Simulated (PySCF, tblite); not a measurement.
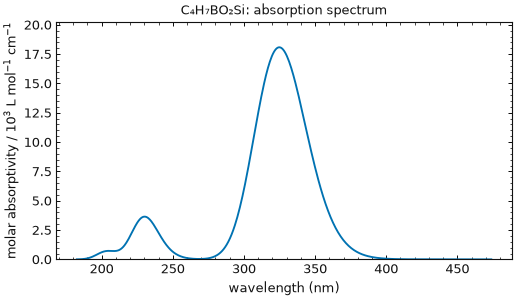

Computed absorption of C₄H₇BO₂Si, SMILES BC1=CC=CO[SiH2]O1. Vertical TDDFT excitations, PBE0/def2-SVPD in PySCF 2.14.0, at a GFN2-xTB geometry (a minimum by its frequencies), gas phase. Only the first 8 singlet excitations are included; each is broadened by a Gaussian of 1/e half-width 0.30 eV.

Q: Where is the maximum of the broadened curve, and how high is it?

A: At about 3.8 eV (325 nm), with ε near 18000 L mol⁻¹ cm⁻¹.

Q: Does any vertical transition fall in the visible?

A: No singlet lies below 3.1 eV (beyond 400 nm), so at this level no vertical transition falls in the visible.

Note: the tight-binding geometry is rougher than a DFT one and adds to the error; core orbitals are frozen in the response.
